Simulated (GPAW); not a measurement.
# BaTiO3: optical spectrum from first principles

Wanted: where BaTiO3 starts to absorb, how strongly, and its refractive index.

Method: DFT, PBE, plane-wave PAW (GPAW data sets), scalar-relativistic, RPA, optical limit, in GPAW 26.7.0.

**1. The starting structure**

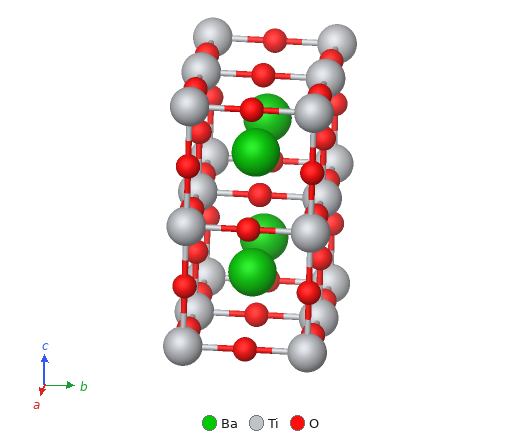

The cell as given, slightly off an axis (barium green, titanium light grey, oxygen red). 2×1×2 cells are drawn. Some periodic images of atoms are drawn too.

Coordinates:

```cif
data_structure
_symmetry_space_group_name_H-M 'P 1'
_symmetry_Int_Tables_number 1
_cell_length_a 4.0060
_cell_length_b 4.0060
_cell_length_c 4.0060
_cell_angle_alpha 90.000
_cell_angle_beta 90.000
_cell_angle_gamma 90.000
_cell_volume 64.29
loop_
_atom_site_label
_atom_site_type_symbol
_atom_site_fract_x
_atom_site_fract_y
_atom_site_fract_z
_atom_site_occupancy
Ba1 Ba 0.50000 0.50000 0.50000 1
Ti2 Ti 0.00000 0.00000 0.00000 1
O3 O 0.00000 0.00000 0.50000 1
O4 O 0.00000 0.50000 0.00000 1
O5 O 0.50000 0.00000 0.00000 1
```

**2. Ground state**

The self-consistent density comes first; it also tells whether there is a gap, which decides the occupations and the need for a Drude term.

This step: DFT, PBE, plane-wave PAW (GPAW data sets), scalar-relativistic, ground state (GPAW 26.7.0).

Contents of gs.py:

```python
from ase import Atoms
from ase.dft.bandgap import bandgap
from gpaw import GPAW, PW, FermiDirac

atoms = Atoms(['Ba', 'Ti', 'O', 'O', 'O'],
              cell=[[4.006000000000, 0.000000000000, 0.000000000000],
                    [0.000000000000, 4.006000000000, 0.000000000000],
                    [0.000000000000, 0.000000000000, 4.006000000000]],
              scaled_positions=[[0.500000000000, 0.500000000000, 0.500000000000],
                                [0.000000000000, 0.000000000000, 0.000000000000],
                                [0.000000000000, 0.000000000000, 0.500000000000],
                                [0.000000000000, 0.500000000000, 0.000000000000],
                                [0.500000000000, 0.000000000000, 0.000000000000]],
              pbc=[True, True, True])
atoms.calc = GPAW(mode=PW(500), xc='PBE', kpts={'size': (6, 6, 6), 'gamma': True},
                  occupations=FermiDirac(0.05), maxiter=150, txt='gs.txt')
print('energy (eV)', atoms.get_potential_energy())
print('Fermi level (eV)', atoms.calc.get_fermi_level())
print('valence electrons', atoms.calc.get_number_of_electrons())
print('gap (eV)', bandgap(atoms.calc, output=None)[0])
print('direct gap (eV)', bandgap(atoms.calc, direct=True, output=None)[0])
atoms.calc.write('gs.gpw')
```

Run with:

```sh
> OMP_NUM_THREADS=1 python gs.py
```

Numbers of over 12 decimals in the logs are rounded to 6 here.

Output:

```text
__  _  _
 | _ |_)|_||  |
 |__||  | ||/\| - 26.7.0

Versions:
  Python: 3.12.14
  ASE:    3.29.0
  Numpy:  2.5.5
  Scipy:  1.18.1
  Libxc:  7.0.0

Input parameters:
  mode=PW(ecut=500.0),
  kpts=MonkhorstPack(size=(6, 6, 6), gamma=True),
  maxiter=150,
  occupations=Occupations(name='fermi-dirac', width=0.05, fixmagmom=False),
  xc=XC(name='PBE')

Diagonalizing LCAO Hamiltonian
Converting LCAO to pw mode
   .---------.
  /|         |
 * |         |
 | |   Ba    |
 O |         |
 | .---------.
 |/         /
 Ti---O----*

Atoms  # Å, Bohr magnetons
|   | symbol |        x |        y |        z |    initial magnetic moments |
| 0 |     Ba | 2.003000 | 2.003000 | 2.003000 | ( 0.0000,  0.0000,  0.0000) |
| 1 |     Ti | 0.000000 | 0.000000 | 0.000000 | ( 0.0000,  0.0000,  0.0000) |
| 2 |      O | 0.000000 | 0.000000 | 2.003000 | ( 0.0000,  0.0000,  0.0000) |
| 3 |      O | 0.000000 | 2.003000 | 0.000000 | ( 0.0000,  0.0000,  0.0000) |
| 4 |      O | 2.003000 | 0.000000 | 0.000000 | ( 0.0000,  0.0000,  0.0000) |

Unit cell  # Å
| periodic |        x |        y |        z |  lengths |    angles |
|      yes | 4.006000 | 0.000000 | 0.000000 | 4.006000 | 90.000000 |
|      yes | 0.000000 | 4.006000 | 0.000000 | 4.006000 | 90.000000 |
|      yes | 0.000000 | 0.000000 | 4.006000 | 4.006000 | 90.000000 |

Number of symmetries: 48
Symmetry operations  # r_c * U_cc + t_c -> r_c
|    | kind |            matrix            |
|  0 |  E   |  1, 0, 0,  0, 1, 0,  0, 0, 1 |
|  1 |  σ   |  1, 0, 0,  0, 1, 0,  0, 0,-1 |
|  2 |  σ   |  1, 0, 0,  0, 0, 1,  0, 1, 0 |
|  3 |  C4  |  1, 0, 0,  0, 0, 1,  0,-1, 0 |
|  4 |  C4  |  1, 0, 0,  0, 0,-1,  0, 1, 0 |
|  5 |  σ   |  1, 0, 0,  0, 0,-1,  0,-1, 0 |
|  6 |  σ   |  1, 0, 0,  0,-1, 0,  0, 0, 1 |
|  7 |  C2  |  1, 0, 0,  0,-1, 0,  0, 0,-1 |
|  8 |  σ   |  0, 1, 0,  1, 0, 0,  0, 0, 1 |
|  9 |  C2  |  0, 1, 0,  1, 0, 0,  0, 0,-1 |
| 10 |  C3  |  0, 1, 0,  0, 0, 1,  1, 0, 0 |
| 11 |  S6  |  0, 1, 0,  0, 0, 1, -1, 0, 0 |
| 12 |  S6  |  0, 1, 0,  0, 0,-1,  1, 0, 0 |
| 13 |  C3  |  0, 1, 0,  0, 0,-1, -1, 0, 0 |
| 14 |  C4  |  0, 1, 0, -1, 0, 0,  0, 0, 1 |
| 15 |  S4  |  0, 1, 0, -1, 0, 0,  0, 0,-1 |
| 16 |  C3  |  0, 0, 1,  1, 0, 0,  0, 1, 0 |
| 17 |  S6  |  0, 0, 1,  1, 0, 0,  0,-1, 0 |
| 18 |  σ   |  0, 0, 1,  0, 1, 0,  1, 0, 0 |
| 19 |  C4  |  0, 0, 1,  0, 1, 0, -1, 0, 0 |
| 20 |  C2  |  0, 0, 1,  0,-1, 0,  1, 0, 0 |
| 21 |  S4  |  0, 0, 1,  0,-1, 0, -1, 0, 0 |
| 22 |  S6  |  0, 0, 1, -1, 0, 0,  0, 1, 0 |
| 23 |  C3  |  0, 0, 1, -1, 0, 0,  0,-1, 0 |
| 24 |  S6  |  0, 0,-1,  1, 0, 0,  0, 1, 0 |
| 25 |  C3  |  0, 0,-1,  1, 0, 0,  0,-1, 0 |
| 26 |  C4  |  0, 0,-1,  0, 1, 0,  1, 0, 0 |
| 27 |  σ   |  0, 0,-1,  0, 1, 0, -1, 0, 0 |
| 28 |  S4  |  0, 0,-1,  0,-1, 0,  1, 0, 0 |
| 29 |  C2  |  0, 0,-1,  0,-1, 0, -1, 0, 0 |
| 30 |  C3  |  0, 0,-1, -1, 0, 0,  0, 1, 0 |
| 31 |  S6  |  0, 0,-1, -1, 0, 0,  0,-1, 0 |
| 32 |  C4  |  0,-1, 0,  1, 0, 0,  0, 0, 1 |
| 33 |  S4  |  0,-1, 0,  1, 0, 0,  0, 0,-1 |
| 34 |  S6  |  0,-1, 0,  0, 0, 1,  1, 0, 0 |
| 35 |  C3  |  0,-1, 0,  0, 0, 1, -1, 0, 0 |
| 36 |  C3  |  0,-1, 0,  0, 0,-1,  1, 0, 0 |
| 37 |  S6  |  0,-1, 0,  0, 0,-1, -1, 0, 0 |
| 38 |  σ   |  0,-1, 0, -1, 0, 0,  0, 0, 1 |
| 39 |  C2  |  0,-1, 0, -1, 0, 0,  0, 0,-1 |
| 40 |  σ   | -1, 0, 0,  0, 1, 0,  0, 0, 1 |
| 41 |  C2  | -1, 0, 0,  0, 1, 0,  0, 0,-1 |
| 42 |  C2  | -1, 0, 0,  0, 0, 1,  0, 1, 0 |
| 43 |  S4  | -1, 0, 0,  0, 0, 1,  0,-1, 0 |
| 44 |  S4  | -1, 0, 0,  0, 0,-1,  0, 1, 0 |
| 45 |  C2  | -1, 0, 0,  0, 0,-1,  0,-1, 0 |
| 46 |  C2  | -1, 0, 0,  0,-1, 0,  0, 0, 1 |
| 47 |  i   | -1, 0, 0,  0,-1, 0,  0, 0,-1 |

BZ-sampling:
  Number of BZ points: 216
  Number of IBZ points: 20

  Monkhorst-Pack size: [6, 6, 6]
  Monkhorst-Pack shift: [0.083333, 0.083333, 0.083333]

K-points  # in reciprocal-cell coordinates
|     |                                coordinates |     weight |
|   0 | (  0.00000000,   0.00000000,   0.00000000) | 0.00462963 |
|   1 | (  0.16666667,   0.00000000,   0.00000000) | 0.02777778 |
|   2 | (  0.16666667,   0.16666667,   0.00000000) | 0.05555556 |
|   3 | (  0.16666667,   0.16666667,   0.16666667) | 0.03703704 |
|   4 | (  0.33333333,   0.00000000,   0.00000000) | 0.02777778 |
|   5 | (  0.33333333,   0.16666667,   0.00000000) | 0.11111111 |
|   6 | (  0.33333333,   0.16666667,   0.16666667) | 0.11111111 |
|   7 | (  0.33333333,   0.33333333,   0.00000000) | 0.05555556 |
|   8 | (  0.33333333,   0.33333333,   0.16666667) | 0.11111111 |
|   9 | (  0.33333333,   0.33333333,   0.33333333) | 0.03703704 |
| ... |                                            |            |
|  19 | (  0.50000000,   0.50000000,   0.50000000) | 0.00462963 |

Plane wave coefficients: 1654
Cutoff: 500.0 eV

Spin-components: 1 (collinear spins)
Bands:           28
Projectors:      27
Spin-degeneracy: 2
Datatype:        complex128

Parallelization:
  kpt:    1
  domain: 1
  band:   1

Density:
  Valence electrons: 40.0
  Components: 1
  Grid points: [21 21 21]
  Charge: 0.0  # |e|

Potential:
  Grid points: [21 21 21]

species:
  Ba:
    name:    Barium
    id:
    Z:       56.0
    valence: 10
    core:    46
    charge:  0.0  # [|e|]
    compensation charges:
      type: gauss
      rc: 0.37  # [Å]
      lmax: 2
    cutoffs:
      filter: 2.06  # [Å]
      core: 2.33  # [Å]
    projectors
    | kind |    occ | energy [eV] | rcut [Å] |
    |   5s |  2.000 |     -33.644 |    1.164 |
    |   6s |  2.000 |      -3.229 |    1.164 |
    |   5p |  6.000 |     -18.744 |    1.164 |
    |    p |        |       0.000 |    1.164 |
    |    d |        |       0.000 |    1.164 |
    |    d |        |      27.211 |    1.164 |

    Using partial waves for Ba as LCAO basis

  Ti:
    name:    Titanium
    id:
    Z:       22.0
    valence: 12
    core:    10
    charge:  0.0  # [|e|]
    compensation charges:
      type: gauss
      rc: 0.38  # [Å]
      lmax: 2
    cutoffs:
      filter: 2.23  # [Å]
      core: 1.02  # [Å]
    projectors
    | kind |    occ | energy [eV] | rcut [Å] |
    |   3s |  2.000 |     -62.623 |    1.270 |
    |   4s |  2.000 |      -4.466 |    1.270 |
    |   3p |  6.000 |     -38.862 |    1.058 |
    |   4p |  0.000 |      -1.466 |    1.058 |
    |   3d |  2.000 |      -4.258 |    1.058 |
    |    d |        |      22.953 |    1.058 |

    Using partial waves for Ti as LCAO basis

  O:
    name:    Oxygen
    id:
    Z:       8.0
    valence: 6
    core:    2
    charge:  0.0  # [|e|]
    compensation charges:
      type: gauss
      rc: 0.21  # [Å]
      lmax: 2
    cutoffs:
      filter: 1.17  # [Å]
      core: 0.83  # [Å]
    projectors
    | kind |    occ | energy [eV] | rcut [Å] |
    |   2s |  2.000 |     -23.961 |    0.688 |
    |   2p |  4.000 |      -9.029 |    0.598 |
    |    s |        |       3.251 |    0.688 |
    |    p |        |      18.182 |    0.598 |
    |    d |        |       0.000 |    0.619 |

    Using partial waves for O as LCAO basis

Reference energy: -250624.413696  # eV

eigensolver:
  PPCG
  Converge bands: occupied
  niter=2

density mixing:
  MSR1-Mixer
  Pratt-step length: 0.05
  Maximum mixing coefficient: 0.75
  Old densities: 10
  SVD Regularization: 0.005
  Good broyden scale: 1.0
  Trust region scale: 1.0
  Backstep threshold: 4.0
  History deletion threshold: 6.0
  Fourier metric: weight=20.0, sigma=0.015

occupation numbers:
  Fermi-Dirac:
    width: 0.0500  # eV

poisson solver:
  ecut: 4000.0  # eV

xc functional:
  name: PBE with 2 nearest neighbor stencil

convergence criteria:
- Maximum [total energy] change in last 3 cyles: 0.0005 eV / valence electron
- Maximum integral of absolute [dens]ity change: 0.0001 electrons / valence electron
- Maximum integral of absolute [eigenst]ate change: 4e-08 eV^2 / valence electron
maximum number of iterations: 150

SCF iterations
|iter     |      energy | eigst |  dens |
|iter:   1||  -43.376801 | -0.11 |       |
|iter:   2||  -41.661313 | -1.69 | -0.88 |
|iter:   3||  -38.490737 | -0.72 | -0.94 |
|iter:   4||  -38.231013 | -1.81 | -1.42 |
|iter:   5||  -38.184938 | -2.60 | -1.62 |
|iter:   6||  -38.191176 | -3.35 | -1.99 |
|iter:   7||  -38.190885c| -4.38 | -2.73 |
|iter:   8||  -38.190924c| -5.65 | -3.32 |
|iter:   9||  -38.190925c| -6.67 | -3.81 |
|iter:  10||  -38.190924c| -8.04c| -4.53c|

Converged in 10 steps
SCF loop duration: 14.529 s (1.453 s/step)
Energy contributions relative to reference atoms: (reference = -250624.413696)

Energy contributions:
  Kinetic:          36.613825
  Coulomb:         -37.743849
  Zero:              0.191117
  External:          0.000000
  Xc:              -37.252018
  Entropy:          -0.000000
  Spinorbit:         0.000000
  ----------------------------
  Free energy:     -38.190924
  Extrapolated:    -38.190924

dipole moment: (-35.460440, -35.460440, -35.460440)  # |e|*Ang

Fermi level: 8.554
Eigenvalues  # (at kpt = [0.000, 0.000, 0.000])
| band index |      eig [eV] | occ [0-2] |
|          0 |       -48.935 |     2.000 |
|        ... |               |           |
|         12 |         5.354 |     2.000 |
|         13 |         5.354 |     2.000 |
|         14 |         6.558 |     2.000 |
|         15 |         6.558 |     2.000 |
|         16 |         6.558 |     2.000 |
|         17 |         7.515 |     2.000 |
|         18 |         7.515 |     2.000 |
|         19 |         7.515 |     2.000 |
|         20 |         9.432 |     0.000 |
|         21 |         9.432 |     0.000 |
|         22 |         9.432 |     0.000 |
|         23 |        11.575 |     0.000 |
|         24 |        11.575 |     0.000 |
|         25 |        12.743 |     0.000 |
|         26 |        12.744 |     0.000 |
|         27 |        15.030 |     0.000 |

Gap: 1.781 eV
Transition (v -> c):
  (s=0, k=19, n=19, [0.50, 0.50, 0.50]) -> (s=0, k=0, n=20, [0.00, 0.00, 0.00])
Direct/indirect transitions are different
Direct gap: 1.916 eV
Transition at: (s=0, k=0, n=19, [0.00, 0.00, 0.00])

--- standard output ---
energy (eV) -38.190924
Fermi level (eV) 8.553735
valence electrons 40.0
gap (eV) 1.781388
direct gap (eV) 1.916472
```

It took 16 s on 1 thread of Arm Neoverse V2, shared host; peak memory 0.17 GiB.

Read-outs, printed or worked out from the files:

| Quantity | Value |
| --- | --- |
| energy | -38.19 eV |
| Fermi energy | 8.554 eV |
| gap on the k-mesh | 1.781 eV |
| direct gap on the mesh | 1.916 eV |
| electrons | 40 |

There is a gap, 1.78 eV on this mesh (points off the mesh can give less), so no carriers' term is needed.

**3. Bands for the response**

At the fixed density, many empty bands are solved on the mesh of the response, since the spectrum sums over them.

This step: DFT, PBE, plane-wave PAW (GPAW data sets), scalar-relativistic, bands at fixed density (GPAW 26.7.0).

Contents of nscf.py:

```python
from ase.dft.bandgap import bandgap
from gpaw import GPAW, FermiDirac

calc = GPAW('gs.gpw').fixed_density(kpts={'size': (8, 8, 8), 'gamma': True}, nbands=49, convergence={'bands': 43},
                                    occupations=FermiDirac(0.001), txt='nscf.txt')
print('gap (eV)', bandgap(calc, output=None)[0])
print('direct gap (eV)', bandgap(calc, direct=True, output=None)[0])
print('top band over the Fermi level (eV)', min(calc.get_eigenvalues(kpt=k)[42] for k in range(len(calc.get_ibz_k_points()))) - calc.get_fermi_level())
calc.write('full.gpw', mode='all')
```

Run with:

```sh
> OMP_NUM_THREADS=1 python nscf.py
```

Output:

```text
Diagonalizing LCAO Hamiltonian
Converting LCAO to pw mode
convergence criteria:
- Maximum integral of absolute [eigenst]ate change: 4e-08 eV^2 / valence electron
maximum number of iterations: 150

SCF iterations
|iter     |      energy | eigst |  dens |
|iter:   1||             | +3.01 |       |
|iter:   2||             | +1.83 |       |
|iter:   3||             | +0.84 |       |
|iter:   4||             | -0.47 |       |
|iter:   5||             | -1.59 |       |
|iter:   6||             | -2.89 |       |
|iter:   7||             | -3.97 |       |
|iter:   8||             | -5.25 |       |
|iter:   9||             | -6.35 |       |
|iter:  10||             | -7.39 |       |
|iter:  11||             | -7.94c|       |
SCF steps: 11
  __  _  _
 | _ |_)|_||  |
 |__||  | ||/\| - 26.7.0

Versions:
  Python: 3.12.14
  ASE:    3.29.0
  Numpy:  2.5.5
  Scipy:  1.18.1
  Libxc:  7.0.0

Input parameters:
  mode=PW(ecut=500.0),
  convergence={'bands': 43},
  gpts=array([21, 21, 21]),
  kpts=MonkhorstPack(size=(8, 8, 8), gamma=True),
  maxiter=150,
  nbands=49,
  occupations=Occupations(name='fermi-dirac', width=0.001, fixmagmom=False),
  parallel={},
  xc=XC(name='PBE')

--- standard output ---
gap (eV) 1.781388
direct gap (eV) 1.916472
top band over the Fermi level (eV) 20.057683
```

Wall time 44 s (1 thread); peak memory 0.22 GiB.

**4. Dielectric function, RPA**

Local fields let the induced charge screen the field inside the cell, which as a rule lowers ε, most along directions where the density is uneven.

This step: DFT, PBE, plane-wave PAW (GPAW data sets), scalar-relativistic, RPA, optical limit (GPAW 26.7.0).

Contents of df.py:

```python
from gpaw.response.df import DielectricFunction

df = DielectricFunction('full.gpw', frequencies={'type': 'nonlinear', 'domega0': 0.03, 'omega2': 8},
                        ecut=60,
                        eta=0.15,
                        nbands=43,
                        txt='df.txt')
for direction in ['x']:
    df.get_dielectric_function(xc='RPA', direction=direction, filename=f'df_{direction}.csv')
```

Run with:

```sh
> OMP_NUM_THREADS=1 python df.py
```

Output:

```text
Using integrator: PointIntegrator
NonLinearFrequencyDescriptor(from 0.000 to 80.325 eV, 520 points)
Nonperiodic BCs:  [False False False]
Using integrator: PointIntegrator
NonLinearFrequencyDescriptor(from 0.000 to 80.325 eV, 520 points)
Nonperiodic BCs:  [False False False]

Calculating chi0 body with:
    Ground state adapter containing:
    Number of spins: 1
    Number of kpoints: 512
    Number of irreducible kpoints: 35
    Number of completely occupied states: 20
    Number of partially occupied states: 20

    Linear response parametrization:
    q_c: [0.0, 0.0, 0.0]
    Number of frequency points: 520
    Planewave cutoff: 60.0
    Number of bands: 43
    Number of planewaves: 81
    Broadening (eta): 0.15

Integrating chi0 body.

Symmetries of q_c:
    Direct symmetries (Uq -> q): 48
    Indirect symmetries (TUq -> q): 0
In total 48 allowed symmetries.

35 groups of equivalent kpoints. 93.1640625% reduction.

Integral kind: spectral function

Calculating chi0 optical extensions with:
    Ground state adapter containing:
    Number of spins: 1
    Number of kpoints: 512
    Number of irreducible kpoints: 35
    Number of completely occupied states: 20
    Number of partially occupied states: 20

    Linear response parametrization:
    Number of frequency points: 520
    Planewave cutoff: 60.0
    Number of bands: 43
    Number of planewaves: 81
    Broadening (eta): 0.15
Integrating chi0 head and wings.

Symmetries of q_c:
    Direct symmetries (Uq -> q): 48
    Indirect symmetries (TUq -> q): 0
In total 48 allowed symmetries.

35 groups of equivalent kpoints. 93.1640625% reduction.

Integral kind: spectral function wings
```

It took 11 s on 1 thread; peak memory 0.43 GiB.

Numbers from this step:

| Property | Result |
| --- | --- |
| electronic dielectric constant ε∞, mean over x, y and z (by symmetry where fewer were run) | 6.035 |
| main peak of Im epsilon, first axis | 4.021 eV |
| centre of weight of the strongest loss peak in the window | 13.08 eV |

(Continued in part 2 of 2.)

[Machine, clock and banner lines and Python warnings are left out of the logs.]

[Logs are printed without paths, hosts, clocks, repeated set-up lines and the standing remarks that a program may print on its own settings, such as how far it seeks lower states.]

[Hosts, paths, dates, database ids (printed as entryN), source tags and the programs' standing remarks are cut or masked in the printed files.]
